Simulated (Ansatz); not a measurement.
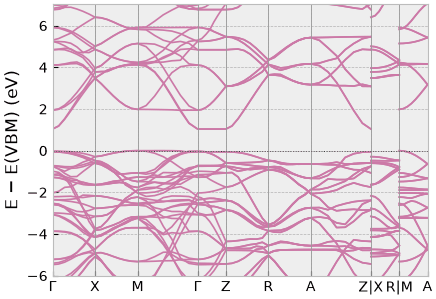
*Band structure from PBEsol (plane waves, PAW; program Ansatz)*

The gap is 1.04 eV; an edge lies off the plotted path or next to a special point (maximum on the M–Γ line, 40 % of the way from M, minimum on the Γ–Z line, 5 % of the way from Γ).

The material is WO3 in space group P4/ncc (No. 130; W on 4c, O on 8f, O on 4c).

The first step of the workflow began from a Materials Project structure, measured or hypothetical; the Crystallography Open Database files this formula in space group No. 130, but the cells were not matched. Whether it is the stable phase at ambient conditions was not checked. The cell was relaxed with PBEsol under the symmetry of its start; its stability against distortions is not shown here. No spin polarisation was allowed. No Hubbard U is applied. Spin–orbit coupling is left out wherever it is not named.

Potentials: the later of the program's two PAW sets.
